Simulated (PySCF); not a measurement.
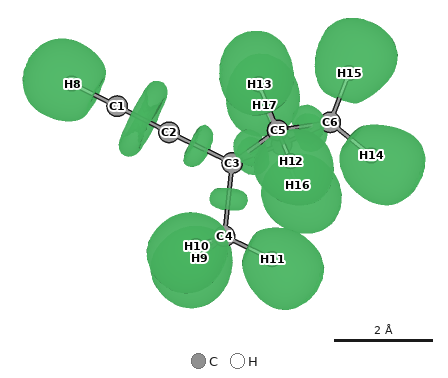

Figure. C₇H₁₀. Isosurface of the ELF at 0.85 (green), seen across its widest extent. Only the valence region is drawn (cores and ρ < 0.01 e/Å³ removed).

Geometry: GFN2-xTB.

Method: PBE0/def2-SVPD, SCF density, gas phase (PySCF 2.14.0).

```yaml
atoms:
  - { symbol: C, position_ang: [2.3338, 0.8755, 1.4093] }
  - { symbol: C, position_ang: [1.3543, 0.6234, 0.7685] }
  - { symbol: C, position_ang: [0.1708, 0.2971, 0.0047] }
  - { symbol: C, position_ang: [-0.2645, 1.4958, -0.8322] }
  - { symbol: C, position_ang: [-0.9763, -0.3313, 0.8357] }
  - { symbol: C, position_ang: [-1.0032, -1.5340, -0.1180] }
  - { symbol: C, position_ang: [0.2713, -1.0212, -0.8033] }
  - { symbol: H, position_ang: [3.1918, 1.1017, 1.9689] }
  - { symbol: H, position_ang: [0.5283, 1.7835, -1.5206] }
  - { symbol: H, position_ang: [-0.4859, 2.3454, -0.1886] }
  - { symbol: H, position_ang: [-1.1556, 1.2488, -1.4053] }
  - { symbol: H, position_ang: [-1.8861, 0.2641, 0.8776] }
  - { symbol: H, position_ang: [-0.6739, -0.5873, 1.8493] }
  - { symbol: H, position_ang: [-1.8707, -1.5441, -0.7752] }
  - { symbol: H, position_ang: [-0.9151, -2.5075, 0.3596] }
  - { symbol: H, position_ang: [0.2148, -0.8972, -1.8830] }
  - { symbol: H, position_ang: [1.1592, -1.6005, -0.5574] }
```

Q: Identify the bonds, lone pairs and shells in this picture.

A: The ELF exceeds this value in seven regions between bonded C–C atoms (shared pairs) and ten regions around hydrogen nuclei. Profiles from the grid: C–C (1.20 Å): the ELF peaks at about 0.80 between the atoms: a short, multiple covalent bond. C–H (1.05 Å): the ELF climbs to about 1 towards the hydrogen, as it does in any bond to H: a covalent bond by its length.
